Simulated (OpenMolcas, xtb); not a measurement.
CH4OSi (SMILES CO[SiH]): the dipole moment, rung by rung

The species is CH4OSi (7 atoms), meant as a singlet with charge 0. As SMILES, `CO[SiH]`. The coordinates come from a PBE0-D4/def2-TZVP relaxation. This is one conformer, not always the lowest.

```xyz
7

C    -0.5124    0.4855   -0.3385
O    -0.4432   -0.4465    0.7176
Si    0.7969   -1.3873    1.2299
H    -1.2964    0.1808   -1.0355
H     0.4438    0.5475   -0.8687
H    -0.7693    1.4675    0.0654
H     1.8417   -0.9156    0.1841
```

Quantity: the dipole moment, in D. The values are calculated.

| level | kind | program | value (D) |
| --- | --- | --- | --- |
| GFN1-xTB | semi-empirical | xtb | 1.43 |
| HF/aug-cc-pVDZ | Hartree–Fock | OpenMolcas | 1.75 |
| SVWN5/aug-cc-pVDZ | LDA | OpenMolcas | 1.76 |
| PBE/aug-cc-pVDZ | GGA | OpenMolcas | 1.72 |
| M06-L/aug-cc-pVDZ | meta-GGA | OpenMolcas | 1.70 |
| r2SCAN/aug-cc-pVDZ | meta-GGA | OpenMolcas | 1.80 |
| PBE0/aug-cc-pVDZ | global hybrid | OpenMolcas | 1.71 |

The values span 1.43 to 1.80 D. Magnitudes only.

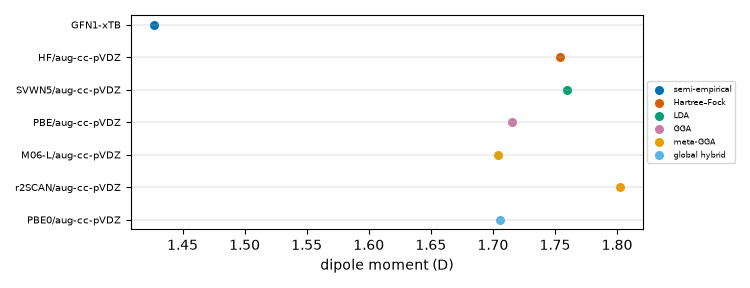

The values of the table, level by level.
